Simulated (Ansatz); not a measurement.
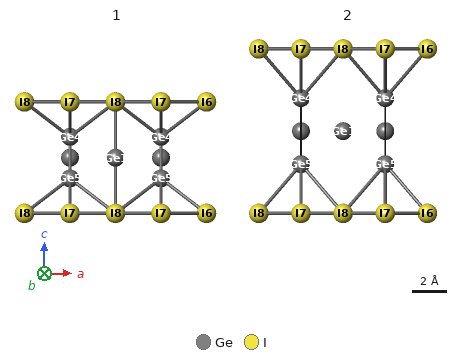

Two geometries of solid Ge5I3 (a generated structure, set up in P6/mmm) (coarse preliminary run), drawn at one scale. One is the start of a relaxation, the other its converged end. The picture is a ball-and-stick view of the cell of the calculation, seen along the b axis.

These are results of Ansatz 0.2.0, DFT PBE, scalar-relativistic, plane waves, PAW, not measurements. Set-up: plane-wave cutoff 420 eV; k-point mesh 3 × 3 × 2; occupations gaussian; smearing width 0.1 eV; no spin polarisation; cell and atoms relaxed; force threshold 0.04 eV/Å; at most 70 steps.

Which geometry has the lower energy?

Structure 1 is the relaxed one. The energy falls by 385 meV per atom in 10 accepted moves (11 points after the start). The largest force component goes from 1.8 to 0.00061 eV/Å. Pressure: 2.14 GPa at the start and 0.07 GPa at the end. The SCF was repeated once at an unchanged geometry on a basis and grid sized afresh for the cell, which shifted the energy by 0.3 meV per atom at most. The largest moves relative to the cell, 0.093 Å, are those of Ge atoms. I stays in place. The drawn cell changes as follows: a = b 5.796 → 6.259 Å (+8.0 %), c 9.795 → 6.638 Å (−32.2 %); the volume changes by −21.0 %. Some distances before and after: Ge–I 4.898 → 3.319 Å, Ge–Ge 3.934 → 2.480 Å, Ge–I 4.122 → 3.757 Å, I–I 2.898 → 3.129 Å. The space group stays P6/mmm (No. 191).
